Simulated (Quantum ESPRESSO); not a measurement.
# RbSrCl3 (Pm-3m): modes at Γ and the response to a field

Aim: the zone-centre modes of RbSrCl3 (Pm-3m).

Method: DFT LDA, scalar-relativistic, plane waves, PseudoDojo norm-conserving pseudopotentials, in Quantum ESPRESSO 7.5.

## 1. The starting structure

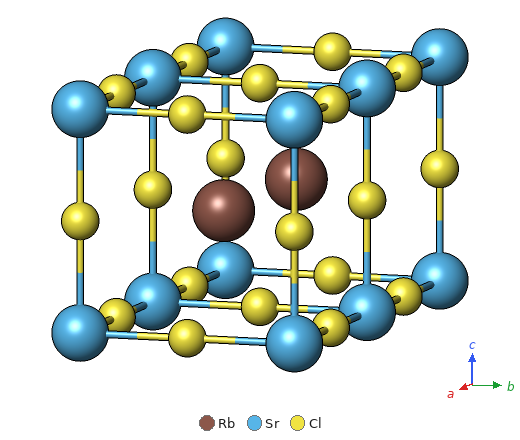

The starting structure, seen slightly off an axis (rubidium brown, strontium blue, chlorine yellow). 2×1×1 cells are drawn. Some periodic images of atoms are drawn too.

## 2. A first look

A cheap run with smearing and empty bands tells whether the crystal has a gap, which decides between fixed occupations and smearing later on.

File probe.in:

```
&control
   calculation = 'scf'
   prefix = 'x'
   outdir = './tmp'
   pseudo_dir = './pseudo'
   tprnfor = .true.
   tstress = .true.
   verbosity = 'high'
/
&system
   ibrav = 1
   celldm(1) = 10.76445448
   nat = 5
   ntyp = 3
   ecutwfc = 75.0
   occupations = 'smearing'
   smearing = 'gaussian'
   degauss = 0.01
/
&electrons
   conv_thr = 1.0d-07
   mixing_beta = 0.7
   electron_maxstep = 100
/
ATOMIC_SPECIES
 Rb     85.4678  Rb.upf
 Sr     87.6200  Sr.upf
 Cl     35.4500  Cl.upf
ATOMIC_POSITIONS crystal
 Rb     0.500000000   0.500000000   0.500000000
 Sr     0.000000000   0.000000000   0.000000000
 Cl     0.500000000   0.000000000   0.000000000
 Cl     0.000000000   0.500000000   0.000000000
 Cl     0.000000000   0.000000000   0.500000000
K_POINTS automatic
 4 4 4 0 0 0
```

Launch:

```console
> OMP_NUM_THREADS=1 mpirun -n 4 pw.x -nk 4 -in probe.in > probe.out
```

The log of the run:

```text
[banners, grids, parts of the stress and lines that vanish by symmetry left out]
Program PWSCF v.7.5
     bravais-lattice index     =            1
     lattice parameter (alat)  =      10.7645  a.u.
[...]
kinetic-energy cutoff     =      75.0000  Ry
     charge density cutoff     =     300.0000  Ry
     scf convergence threshold =      1.0E-07
[...]
Exchange-correlation= SLA  PW   NOGX NOGC
                           (   1   4   0   0   0   0   0)
[...]
48 Sym. Ops., with inversion, found
[...]
(     0          1          0      )
                  (     0          0          1      )
[...]
(  0.0000000  1.0000000  0.0000000 )
                  (  0.0000000  0.0000000  1.0000000 )
[...]
(     0         -1          0      )
                  (     0          0          1      )
[...]
( -1.0000000  0.0000000  0.0000000 )
                  (  0.0000000  1.0000000  0.0000000 )
[...]
number of k points=    10  Gaussian smearing, width (Ry)=  0.0100
[...]
End of self-consistent calculation
[...]
the Fermi energy is     3.9152 ev
!    total energy              =    -221.96030974 Ry
[...]
convergence has been achieved in   7 iterations
[...]
atom    1 type  1   force =     0.00000000    0.00000000    0.00000000
     atom    2 type  2   force =     0.00000000    0.00000000    0.00000000
     atom    3 type  3   force =     0.00000000    0.00000000    0.00000000
     atom    4 type  3   force =     0.00000000    0.00000000    0.00000000
     atom    5 type  3   force =     0.00000000    0.00000000    0.00000000
[...]
Total force =     0.000000     Total SCF correction =     0.000000
[...]
total   stress  (Ry/bohr**3)                   (kbar)     P=      -22.99
[...]
XML data file, charge density, pseudopotentials, collected wavefunctions

   JOB DONE.
```

Elapsed: 18 s, on 4 MPI ranks of Intel Xeon at 2.70GHz, shared host; 72 s of CPU time.

Numbers from this step:

* volume per atom: 36.97 Å³
* pressure: -2.299 GPa
* gap on the k-mesh: 4.216 eV

A gap of 4.2 eV opens on this mesh, so the crystal is taken as an insulator; the start stands at -2.3 GPa.

## 3. Relaxing the cell and atoms

The relaxation runs at a cutoff a fifth above that of the response, since stress converges more slowly with the basis than frequencies do. Forces and stress are brought to rest with tight thresholds.

File relax.in:

```
&control
   calculation = 'vc-relax'
   prefix = 'x'
   outdir = './tmp'
   pseudo_dir = './pseudo'
   tprnfor = .true.
   tstress = .true.
   forc_conv_thr = 2.0d-05
   etot_conv_thr = 1.0d-07
   nstep = 40
/
&system
   ibrav = 1
   celldm(1) = 10.76445448
   nat = 5
   ntyp = 3
   ecutwfc = 90
   occupations = 'fixed'
   nbnd = 22
/
&electrons
   conv_thr = 1.0d-11
   mixing_beta = 0.7
   electron_maxstep = 100
/
&ions
/
&cell
   press_conv_thr = 0.2
/
ATOMIC_SPECIES
 Rb     85.4678  Rb.upf
 Sr     87.6200  Sr.upf
 Cl     35.4500  Cl.upf
ATOMIC_POSITIONS crystal
 Rb     0.500000000   0.500000000   0.500000000
 Sr     0.000000000   0.000000000   0.000000000
 Cl     0.500000000   0.000000000   0.000000000
 Cl     0.000000000   0.500000000   0.000000000
 Cl     0.000000000   0.000000000   0.500000000
K_POINTS automatic
 4 4 4 0 0 0
```

Launch:

```console
> OMP_NUM_THREADS=1 mpirun -n 4 pw.x -nk 4 -in relax.in > relax.out
```

The log of the run:

```text
[banners, grids, parts of the stress and lines that vanish by symmetry left out]
[banner, memory and clock lines left out]
Program PWSCF v.7.5

[...]
kinetic-energy cutoff     =      90.0000  Ry
     charge density cutoff     =     360.0000  Ry
     scf convergence threshold =      1.0E-11
[...]
energy convergence thresh.=      1.0E-07
     force convergence thresh. =      2.0E-05
     press convergence thresh. =      2.0E-01
     Exchange-correlation= SLA  PW   NOGX NOGC
                           (   1   4   0   0   0   0   0)
[...]
48 Sym. Ops., with inversion, found
[...]
number of k points=    10
[...]
c_bands:  1 eigenvalues not converged
[...]
End of self-consistent calculation
[...]
highest occupied, lowest unoccupied level (ev):     0.5860    4.8016
!    total energy              =    -221.96035861 Ry
[...]
convergence has been achieved in  10 iterations
[...]
atom    1 type  1   force =     0.00000000    0.00000000    0.00000000
     atom    2 type  2   force =     0.00000000    0.00000000    0.00000000
     atom    3 type  3   force =     0.00000000    0.00000000    0.00000000
     atom    4 type  3   force =     0.00000000    0.00000000    0.00000000
     atom    5 type  3   force =     0.00000000    0.00000000    0.00000000
     Total force =     0.000000     Total SCF correction =     0.000000
[...]
total   stress  (Ry/bohr**3)                   (kbar)     P=      -23.00
[...]
number of bfgs steps    =   0
[...]
CELL_PARAMETERS (alat= 10.76445448)
[...]
ATOMIC_POSITIONS (crystal)
Rb               0.5000000000        0.5000000000        0.5000000000
Sr               0.0000000000        0.0000000000        0.0000000000
Cl               0.5000000000        0.0000000000        0.0000000000
Cl               0.0000000000        0.5000000000        0.0000000000
[...]
New effective cutoffs (rho, wfc):  362.61   90.70
[...]
End of self-consistent calculation
[...]
highest occupied, lowest unoccupied level (ev):     0.6632    4.9026
!    total energy              =    -221.96254544 Ry
[...]
convergence has been achieved in   7 iterations
[...]
atom    1 type  1   force =     0.00000000    0.00000000    0.00000000
     atom    2 type  2   force =     0.00000000    0.00000000    0.00000000
     atom    3 type  3   force =     0.00000000    0.00000000    0.00000000
     atom    4 type  3   force =     0.00000000    0.00000000    0.00000000
     atom    5 type  3   force =     0.00000000    0.00000000    0.00000000
     Total force =     0.000000     Total SCF correction =     0.000000
[...]
total   stress  (Ry/bohr**3)                   (kbar)     P=      -21.14
[...]
number of bfgs steps    =   1
[...]
WARNING: bfgs curvature condition failed, Theta= 0.877
[...]
CELL_PARAMETERS (alat= 10.76445448)
[...]
ATOMIC_POSITIONS (crystal)
[...]
New effective cutoffs (rho, wfc):  366.92   91.77
[...]
End of self-consistent calculation
[...]
highest occupied, lowest unoccupied level (ev):     0.7818    5.0574
!    total energy              =    -221.96543599 Ry
[...]
convergence has been achieved in   8 iterations
[...]
atom    1 type  1   force =     0.00000000    0.00000000    0.00000000
     atom    2 type  2   force =     0.00000000    0.00000000    0.00000000
[...]
total   stress  (Ry/bohr**3)                   (kbar)     P=       -3.69
[...]
number of bfgs steps    =   4
[...]
CELL_PARAMETERS (alat= 10.76445448)
[...]
ATOMIC_POSITIONS (crystal)
[...]
New effective cutoffs (rho, wfc):  387.81   97.00
[...]
highest occupied, lowest unoccupied level (ev):     1.3755    5.8251
!    total energy              =    -221.97173778 Ry
[...]
convergence has been achieved in   8 iterations
[...]
Total force =     0.000000     Total SCF correction =     0.000000
[...]
total   stress  (Ry/bohr**3)                   (kbar)     P=        0.41
[...]
number of bfgs steps    =   5
[...]
CELL_PARAMETERS (alat= 10.76445448)
[...]
ATOMIC_POSITIONS (crystal)
[...]
New effective cutoffs (rho, wfc):  387.40   96.90
[...]
highest occupied, lowest unoccupied level (ev):     1.3637    5.8099
!    total energy              =    -221.97174017 Ry
[...]
convergence has been achieved in   7 iterations
[...]
Total force =     0.000000     Total SCF correction =     0.000000
[...]
total   stress  (Ry/bohr**3)                   (kbar)     P=       -0.01
[...]
number of bfgs steps    =   6
[...]
small trust_radius: resetting bfgs history
[...]
CELL_PARAMETERS (alat= 10.76445448)
[...]
ATOMIC_POSITIONS (crystal)
[...]
New effective cutoffs (rho, wfc):  387.40   96.90
[...]
End of self-consistent calculation
[...]
highest occupied, lowest unoccupied level (ev):     1.3637    5.8100
!    total energy              =    -221.97174017 Ry
[...]
convergence has been achieved in   3 iterations
[...]
atom    3 type  3   force =     0.00000000    0.00000000    0.00000000
     atom    4 type  3   force =     0.00000000    0.00000000    0.00000000
     atom    5 type  3   force =     0.00000000    0.00000000    0.00000000
     Total force =     0.000000     Total SCF correction =     0.000000
[...]
total   stress  (Ry/bohr**3)                   (kbar)     P=       -0.01
[...]
bfgs converged in   8 scf cycles and   7 bfgs steps
[...]
End of BFGS Geometry Optimization
     Final enthalpy           =    -221.9717401705 Ry
     File ./tmp/x.bfgs deleted, as requested
[...]
CELL_PARAMETERS (alat= 10.76445448)
[...]
ATOMIC_POSITIONS (crystal)
[...]
Cl               0.0000000000        0.5000000000        0.0000000000
Cl               0.0000000000        0.0000000000        0.5000000000
[...]
Final scf calculation at the relaxed structure.
[...]
kinetic-energy cutoff     =      90.0000  Ry
     charge density cutoff     =     360.0000  Ry
     scf convergence threshold =      1.0E-13
[...]
press convergence thresh. =      2.0E-01
     Exchange-correlation= SLA  PW   NOGX NOGC
                           (   1   4   0   0   0   0   0)
[...]
48 Sym. Ops., with inversion, found
[...]
number of k points=    10
[...]
c_bands:  1 eigenvalues not converged
     c_bands:  1 eigenvalues not converged
     c_bands:  1 eigenvalues not converged
[...]
End of self-consistent calculation
[...]
highest occupied, lowest unoccupied level (ev):     1.3637    5.8100
!    total energy              =    -221.97173509 Ry
[...]
convergence has been achieved in  11 iterations
[...]
atom    1 type  1   force =     0.00000000    0.00000000    0.00000000
     atom    2 type  2   force =     0.00000000    0.00000000    0.00000000
     atom    3 type  3   force =     0.00000000    0.00000000    0.00000000
     atom    4 type  3   force =     0.00000000    0.00000000    0.00000000
     atom    5 type  3   force =     0.00000000    0.00000000    0.00000000
     Total force =     0.000000     Total SCF correction =     0.000000
[...]
total   stress  (Ry/bohr**3)                   (kbar)     P=       -0.02
[...]
XML data file, charge density, pseudopotentials, collected wavefunctions
```

Run time: 5.1 min. Hardware: 4 MPI ranks; 20 min of CPU time.

The steps of the relaxation:

| step | energy less that of the first step (eV) | largest force (eV/Å) | pressure (GPa) | volume (Å³) |
| --- | --- | --- | --- | --- |
| 1 | 0.0000 | 0.0000 | -2.30 | 184.83 |
| 2 | -0.0298 | 0.0000 | -2.11 | 182.67 |
| 3 | -0.0691 | 0.0000 | -1.81 | 179.47 |
| 4 | -0.1152 | 0.0000 | -1.29 | 174.73 |
| 5 | -0.1521 | 0.0000 | -0.37 | 167.78 |
| 6 | -0.1548 | 0.0000 | 0.04 | 165.16 |
| 7 | -0.1549 | 0.0000 | 0.00 | 165.42 |
| 8 | -0.1549 | 0.0000 | 0.00 | 165.42 |
| 9 | -0.1548 | 0.0000 | 0.00 | 165.42 |

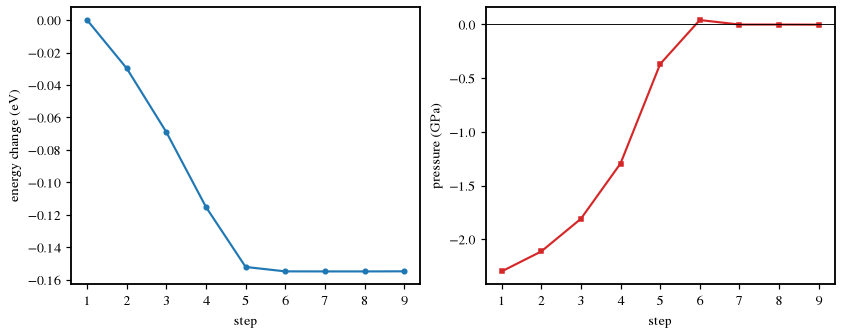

Energy and pressure along the relaxation.

| conventional cell, symmetrised | before | after | change |
| --- | --- | --- | --- |
| a (Å) | 5.696 | 5.489 | -3.6 % |
| b (Å) | 5.696 | 5.489 | -3.6 % |
| c (Å) | 5.696 | 5.489 | -3.6 % |
| volume (Å³/atom) | 36.97 | 33.08 | -10.5 % |

The relaxed structure:

```
CELL_PARAMETERS angstrom
5.48948 0.00000 0.00000
0.00000 5.48948 0.00000
0.00000 0.00000 5.48948
ATOMIC_POSITIONS crystal
Rb 0.50000 0.50000 0.50000
Sr 0.00000 0.00000 0.00000
Cl 0.50000 0.00000 0.00000
Cl 0.00000 0.50000 0.00000
Cl 0.00000 0.00000 0.50000
```

The last row of the table of steps is pw.x's closing run on a basis chosen anew for the final cell, so its energy can jump.

This step gave:

```
volume per atom   : 33.08 Å³
pressure          : -0.002 GPa
gap on the k-mesh : 4.446 eV
```

The volume changes by -10.5 % from the cell with which this run began.

## 4. Self-consistent run for the response

The response is built on this ground state, so it is converged far tighter than an energy would need. With a gap, occupations are fixed, which also allows the response to an electric field.

File scf.in:

```
&control
   calculation = 'scf'
   prefix = 'x'
   outdir = './tmp'
   pseudo_dir = './pseudo'
   tprnfor = .true.
   tstress = .true.
/
&system
   ibrav = 1
   celldm(1) = 10.37361079
   nat = 5
   ntyp = 3
   ecutwfc = 75.0
   occupations = 'fixed'
   nbnd = 22
/
&electrons
   conv_thr = 1.0d-12
   mixing_beta = 0.7
   electron_maxstep = 100
/
ATOMIC_SPECIES
 Rb     85.4678  Rb.upf
 Sr     87.6200  Sr.upf
 Cl     35.4500  Cl.upf
ATOMIC_POSITIONS crystal
 Rb     0.500000000   0.500000000   0.500000000
 Sr     0.000000000   0.000000000   0.000000000
 Cl     0.500000000   0.000000000   0.000000000
 Cl     0.000000000   0.500000000   0.000000000
 Cl     0.000000000   0.000000000   0.500000000
K_POINTS automatic
 4 4 4 0 0 0
```

Launch:

```console
> OMP_NUM_THREADS=1 mpirun -n 4 pw.x -nk 4 -in scf.in > scf.out
```

The log of the run:

```text
[banners, grids, parts of the stress and lines that vanish by symmetry left out]
[banner, memory and clock lines left out]
Program PWSCF v.7.5

[...]
kinetic-energy cutoff     =      75.0000  Ry
     charge density cutoff     =     300.0000  Ry
     scf convergence threshold =      1.0E-12
[...]
Exchange-correlation= SLA  PW   NOGX NOGC
                           (   1   4   0   0   0   0   0)
[...]
48 Sym. Ops., with inversion, found
[...]
number of k points=    10
[...]
End of self-consistent calculation
[...]
highest occupied, lowest unoccupied level (ev):     1.3637    5.8100
!    total energy              =    -221.97168482 Ry
[...]
convergence has been achieved in  11 iterations
[...]
atom    1 type  1   force =     0.00000000    0.00000000    0.00000000
     atom    2 type  2   force =     0.00000000    0.00000000    0.00000000
     atom    3 type  3   force =     0.00000000    0.00000000    0.00000000
     atom    4 type  3   force =     0.00000000    0.00000000    0.00000000
     atom    5 type  3   force =     0.00000000    0.00000000    0.00000000
     Total force =     0.000000     Total SCF correction =     0.000000
[...]
total   stress  (Ry/bohr**3)                   (kbar)     P=       -0.02
[...]
XML data file, charge density, pseudopotentials, collected wavefunctions
```

It took 28 s on 4 MPI ranks.

The cell stands at -0.002 GPa, close enough for phonons.

(Continued in part 2 of 3.)

[Host names and launcher messages were left out of these logs when they were recorded.]

[Logs are printed without paths, hosts, clocks, repeated set-up lines and the standing remarks that a program may print on its own settings, such as how far it seeks lower states.]

[Hosts, paths, dates, database ids (printed as entryN), source tags and the programs' standing remarks are cut or masked in the printed files.]
